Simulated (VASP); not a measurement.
Band structure of FeAl (CsCl type). These are r2SCAN meta-GGA, VASP's PBE PAW potentials (set 64) (plane waves; VASP) values and carry that method's errors.

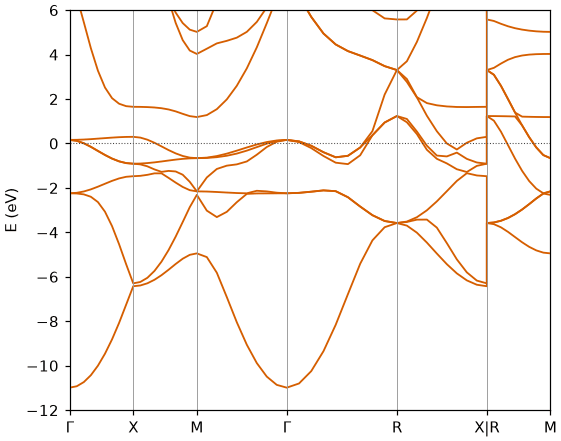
*Bands along high-symmetry lines, zero at the valence-band maximum or, without a gap, the Fermi level*

Q: Read the plot: is there a gap, and where are the band edges?

A: It has no gap at this level: it comes out as a metal or semimetal.

The compound is FeAl in the CsCl type structure. It was relaxed first, which changed the volume by -7 %. The run is not spin-polarised, so no magnetic state was tried. The electron count is odd and the run is not spin-polarised, which forces a metal.
